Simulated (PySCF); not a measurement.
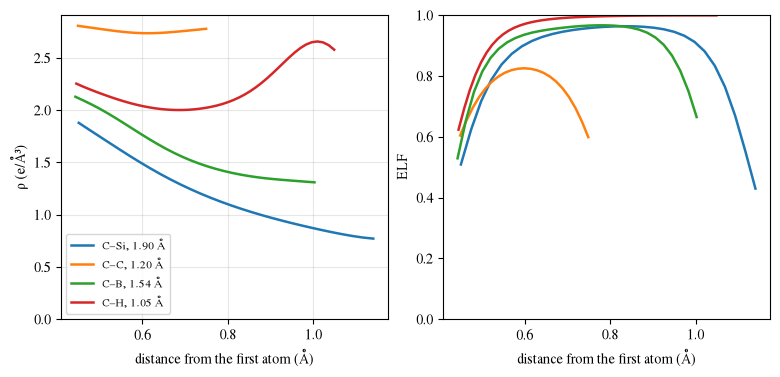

The picture shows: C₇H₁₃BSi. Total electron density and ELF along straight lines between neighbouring atoms. The curves leave out the atomic cores.

Geometry: GFN2-xTB.

All numbers below come from PBE0/pcSseg-1, SCF density, gas phase, non-relativistic (PySCF 2.14.0).

Input file:

```
{"job": {"kind": "nmr", "xc": "PBE0", "basis": "pcSseg-1"}, "charge": 0, "multiplicity": 1}
B      0.395461    -1.679141    -0.079988
C      0.548155    -0.168966     0.194129
Si    -1.160288     0.682236     0.298508
C     -2.138159     0.397483    -1.305587
C     -2.115798     0.020510     1.803081
C      1.615374     0.417635     1.070363
C      1.640832     0.690024    -0.411279
C      2.641963     0.070344    -1.216068
C      3.480601    -0.463199    -1.885978
H      0.279528    -2.073127    -1.176887
H      0.322054    -2.432461     0.814835
H     -0.906543     2.128817     0.475587
H     -1.590369     0.749737    -2.174364
H     -2.343233    -0.658658    -1.455488
H     -3.090044     0.919187    -1.281686
H     -1.547741     0.137344     2.720967
H     -2.340766    -1.036236     1.691063
H     -3.057025     0.546261     1.930144
H      2.367997    -0.248199     1.469804
H      1.379455     1.246537     1.724049
H      1.393188     1.697863    -0.730490
H      4.214949    -0.924605    -2.475565
```

Command:

```sh
OMP_NUM_THREADS=1 python probes_run.py task.json out
```

### What kind of bonding do the profiles show?

C–Si (1.90 Å): ρ at the midpoint is about 0.92 e/Å³; the ELF peaks at about 0.95 between the atoms, as expected for localised, covalent bonding.
C–C (1.20 Å): ρ at the midpoint is about 2.7 e/Å³; the ELF peaks at about 0.85 between the atoms; a multiple bond.
C–B (1.54 Å): ρ at the midpoint is about 1.4 e/Å³; the ELF peaks at about 0.95 between the atoms, as expected for a shared electron pair.
C–H (1.05 Å): ρ at the midpoint is about 2.1 e/Å³; the ELF climbs to about 1 towards the hydrogen, as it does in any bond to H; an ordinary covalent bond to hydrogen.
